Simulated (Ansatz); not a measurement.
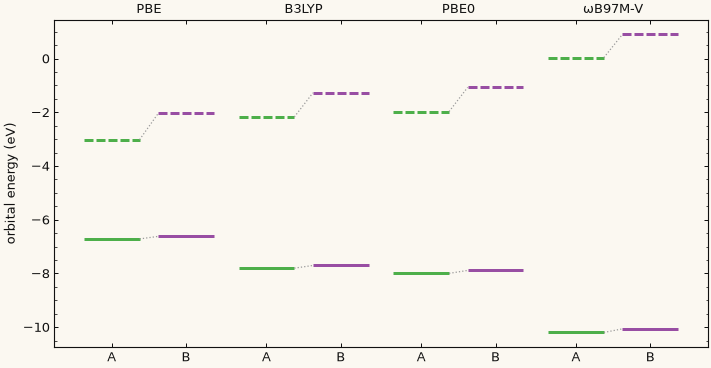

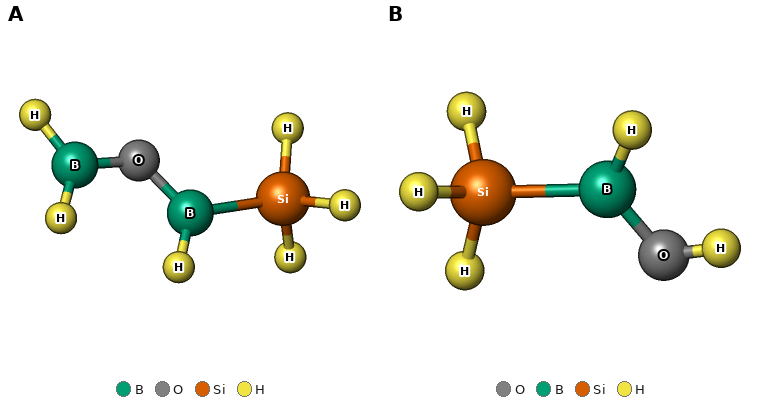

One change: A, B₂SiH₆O (SMILES BOB[SiH3]), becomes B, BSiH₅O (SMILES OB[SiH3]). BH₂ on O is replaced by H. HOMO (solid) and LUMO (dashed) computed in def2-TZVPP at PBE0-D4/def2-TZVP geometries, both minima by their frequencies, gas phase, the Ansatz code. Empty levels above zero depend strongly on the basis.

Q: What does the change do to HOMO and LUMO?

A: PBE: the HOMO rises by 0.09 eV, the LUMO rises by 0.98 eV, and the separation goes from 3.70 to 4.58 eV. B3LYP: the HOMO rises by 0.10 eV, the LUMO rises by 0.90 eV, and the separation goes from 5.63 to 6.43 eV. PBE0: the HOMO rises by 0.11 eV, the LUMO rises by 0.90 eV, and the separation goes from 6.03 to 6.82 eV. ωB97M-V: the HOMO rises by 0.14 eV, the LUMO rises by 0.86 eV, and the separation goes from 10.24 to 10.96 eV.

Q: Do the functionals agree on the effect?

A: They agree on the direction for both levels; the HOMO shift lies between 0.09 and 0.14 eV and the LUMO shift between 0.86 and 0.98 eV, while the separations themselves differ by up to 6.5 eV between functionals.

Note: one conformer of each flexible molecule.
